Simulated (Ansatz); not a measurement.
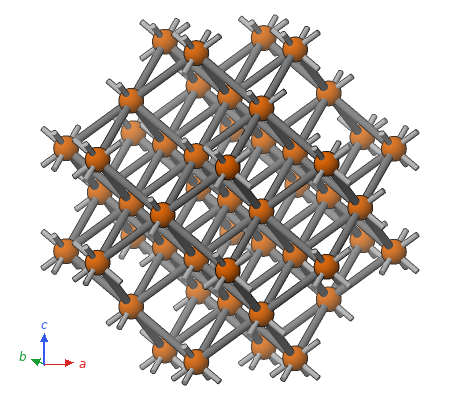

The net above was derived from one of the structures below (computed or model cells, partly hypothetical) by pruning terminal atoms and folding two-connected atoms into edges (only the bonds listed count; of a layer or chain structure one layer or chain is shown).

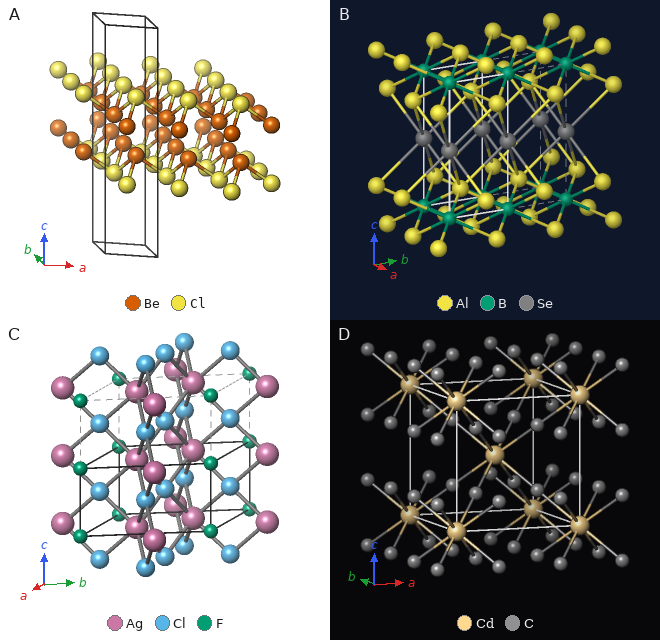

A: Be₂BCl₂ (bonds: Be–Cl below 2.4 Å)
B: Al2BSe (bonds: Al–B below 2.5 Å and Al–Se below 3.1 Å)
C: Ag2Cl3F (bonds: Ag–Cl below 3 Å)
D: CdC₄ (bonds: C–Cd below 2.5 Å)
All are geometries used in or obtained from electronic-structure calculations.

Question: Which structure gives this net?

Answer: D, CdC₄: a uninodal 8-connected, three-periodic net; Cd is an 8-connected node. It is the bcu net, known from CsCl and the body-centred cubic metals. The others give a uninodal 3-connected, two-periodic (layers) net (A), a binodal (6,6)-connected, three-periodic net (B) and a binodal (4,6)-connected, three-periodic net (C).
